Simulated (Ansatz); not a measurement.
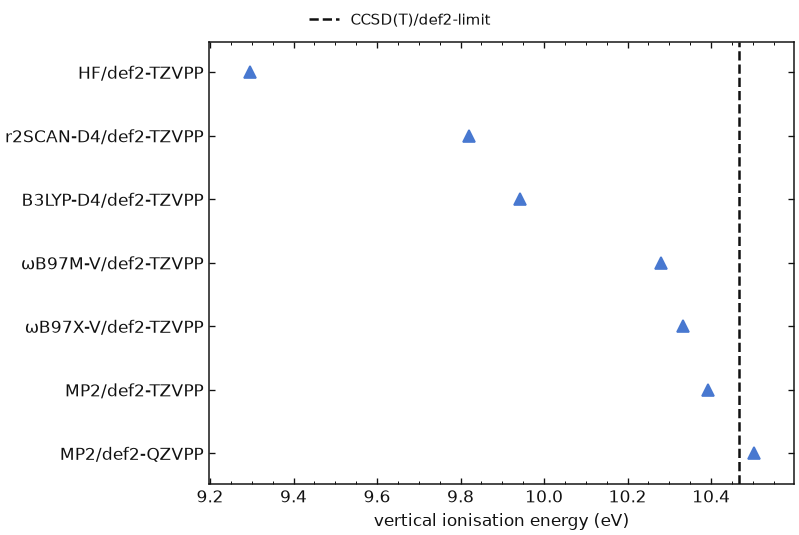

Vertical ionisation energy of SiH₃S₂F, SMILES F[SiH](S)S, taken as the energy of the cation less that of the neutral at fixed geometry (unrestricted doublet cation, cores frozen in correlated methods, no spin-orbit coupling), the Ansatz code 0.2.0, at a PBE0-D4/def2-TZVP geometry (a minimum by its frequencies). Limit means an estimate of the basis limit from triple and quadruple zeta; for coupled cluster it is either extrapolated directly or built as the MP2 limit plus the step from MP2 in triple zeta. The distance of MP2/def2-TZVPP and MP2/def2-QZVPP to the limit includes basis error.

### Which level comes closest to the line (CCSD(T)/def2-limit), and which misses most?

Closest MP2/def2-QZVPP (10.50 eV), against 10.47 eV; farthest HF/def2-TZVPP (9.29 eV).

### Give the values.

```csv
level,eV,less CCSD(T)/def2-limit
HF/def2-TZVPP,9.29,−1.17
r2SCAN-D4/def2-TZVPP,9.82,−0.65
B3LYP-D4/def2-TZVPP,9.94,−0.52
ωB97M-V/def2-TZVPP,10.28,−0.19
ωB97X-V/def2-TZVPP,10.33,−0.14
MP2/def2-TZVPP,10.39,−0.07
MP2/def2-QZVPP,10.50,0.03
CCSD(T)/def2-limit,10.47,0.00
```
